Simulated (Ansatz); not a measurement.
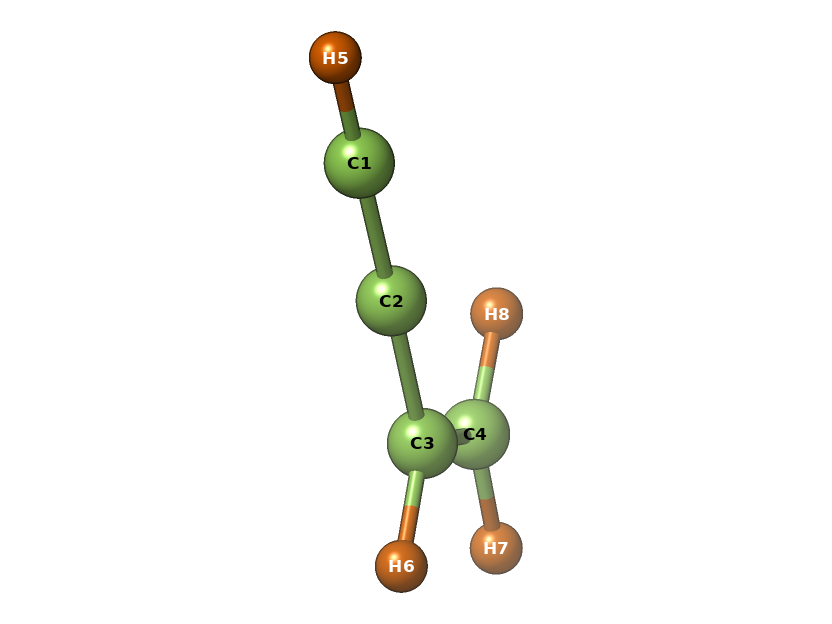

Simulated data, not a measurement (program: Ansatz).

C4 lies behind C3. The molecule seen a little off the C3–C4 bond, C3 in front. Distant atoms are faded towards the background colour. Geometry: moved along internal coordinates away from the minimum.

What is the torsion angle C2–C3–C4–H7? The sign is positive where the front bond must turn clockwise to cover the back bond.

Answer. 180°, antiperiplanar (anti).
